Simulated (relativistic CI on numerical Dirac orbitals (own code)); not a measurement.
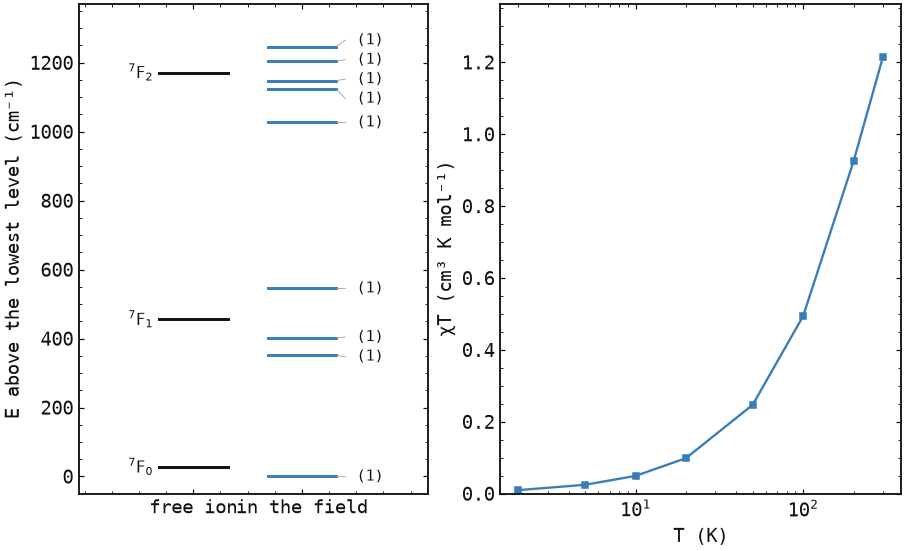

Eu³⁺ (4f⁶) in a field of C2v symmetry with B20 = 600, B22 = 160, B40 = 200, B42 = −400, B44 = −550, B60 = 360, B62 = 330, B64 = 460, B66 = 680 cm⁻¹ (Wybourne parameters). Labels give the double-group representation and, in brackets, the degeneracy; the lowest 9 of 2990 levels are drawn. The calculation used relativistic configuration interaction, KLI exchange-only orbitals, Breit term, model QED, valence Slater integrals scaled by 0.75 (in-house radial CI code). One open-shell configuration in a parametric field without covalency; powder susceptibility by Van Vleck's formula.

**What are the ground level and the first gap?**

The free ion's lowest level is ⁷F₀. The ground level is a singlet, with total spin S = 2.92 and J = 0.13 (from expectation values). The next level lies at 351 cm⁻¹. The field lowers the ground state by 28 cm⁻¹ against the free ion. χT is 0.00989 cm³ K mol⁻¹ at 2 K, 0.247 at 50 K and 1.22 at 300 K, an effective moment of 3.12 μB at room temperature.
